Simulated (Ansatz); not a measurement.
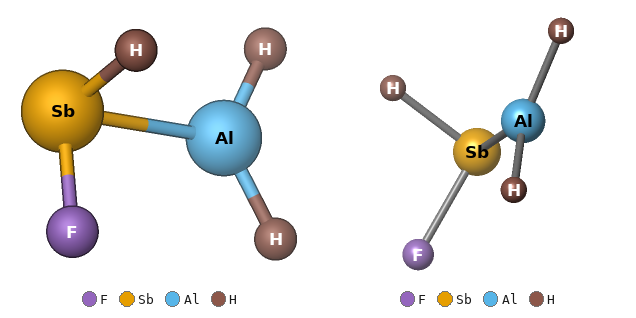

The same structure drawn twice, from different directions.

Computed geometry: PBE0-D4/def2-TZVP optimisation.

Identify the structure.

Formula AlFH3Sb. Its SMILES string is `[F][SbH][AlH2]`. The point group is C1. Coordination: 1 Sb trigonal pyramidal; 1 Al trigonal planar.

The parts below concern this one geometry. Atoms keep their numbers from picture to picture.

### Dipole moment

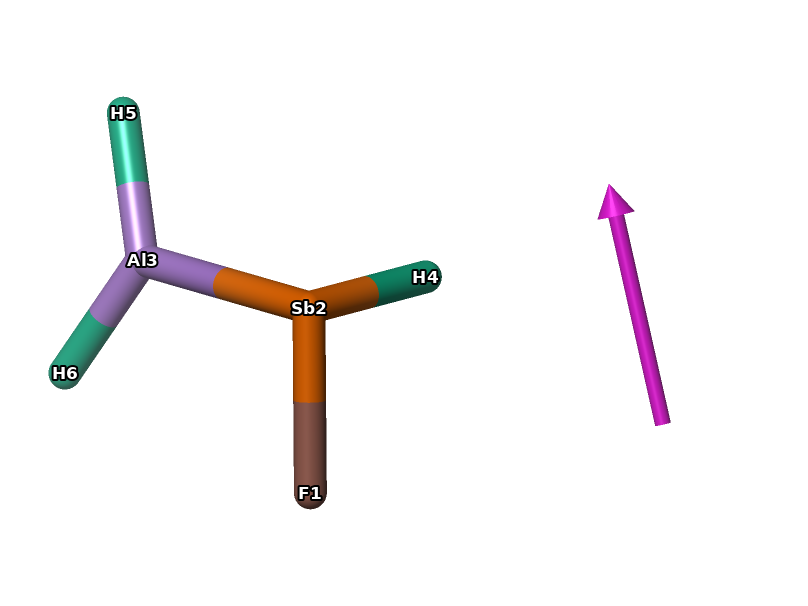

The arrow beside the molecule shows the direction of the dipole moment, from the negative to the positive end (its length means nothing). Level of theory: RKS PBE0-D4/def2-TZVP, core potentials on Sb (Ansatz 0.2.0).

Question: How large is the dipole moment?

Answer: 2.42 D; it points from the side of F1 to the side of H5 (the outermost atoms at the two ends).

### Electronic properties

Level of theory: RKS BHLYP-D4/def2-TZVPP, core potentials on Sb (Ansatz 0.2.0).

Computed properties:

- HOMO energy (Kohn–Sham orbital): −7.78 eV
- LUMO energy (Kohn–Sham orbital): −1.30 eV
- HOMO–LUMO gap: 6.48 eV

### Thermal motion

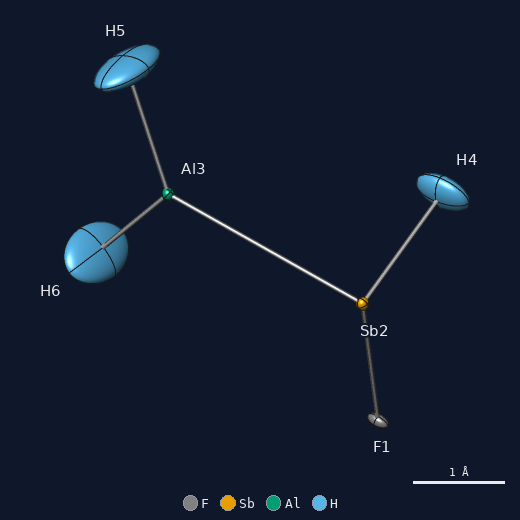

Displacement ellipsoids at the 50 % level, from the internal vibrations of the free molecule (harmonic, no overall translation or rotation; no half-axis is drawn under 0.075 Å). Vibrations computed with RKS PBE0-D4/def2-TZVP, core potentials on Sb (Ansatz 0.2.0). Temperature: 100 K.

Question: Which atom has the largest mean-square displacement?

Answer: H6, with U_eq = 0.0512 Å².

Question: Does H6 move more along its bond or across it?

Answer: Across it: the root-mean-square amplitude is 0.097 Å along the bond and up to 0.316 Å across, since bending and torsion are softer than stretching.

List U_eq and the three principal root-mean-square amplitudes for each kind of atom.

```csv
atom,U_eq (Å²),rms amplitudes (Å)
F1,0.0032,"0.023, 0.036, 0.088"
Sb2,0.00012,"0.004, 0.008, 0.017"
Al3,0.0011,"0.012, 0.034, 0.047"
H4,0.0275,"0.093, 0.157, 0.222"
H5,0.0490,"0.101, 0.203, 0.309"
H6,0.0512,"0.097, 0.211, 0.316"
```

### Charges

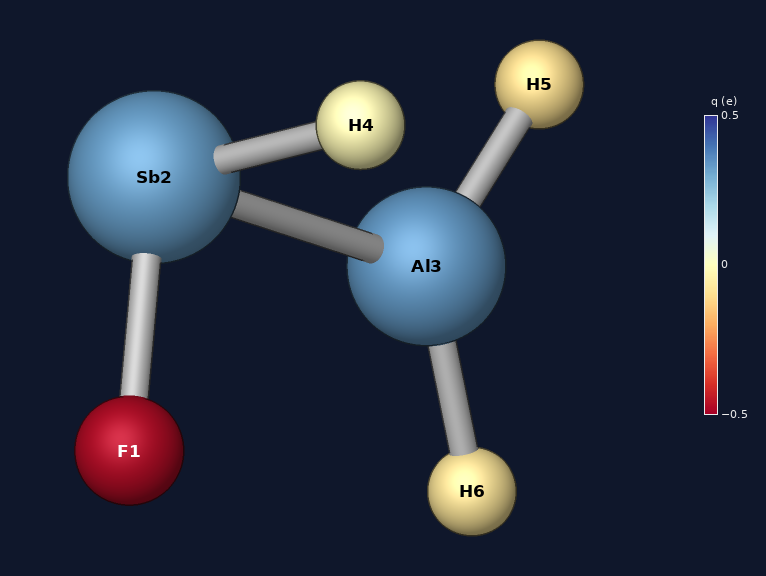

Atoms are coloured by their Mulliken charges. Method: RKS PBE0-D4/def2-TZVP, core potentials on Sb (Ansatz 0.2.0).

Give the Mulliken charges atom by atom.

```tsv
atom	value (e)
F1	−0.47
Sb2	0.32
Al3	0.33
H4	−0.02
H5	−0.09
H6	−0.07
```

Mulliken values depend strongly on the basis set and can even reverse the polarity of a bond.
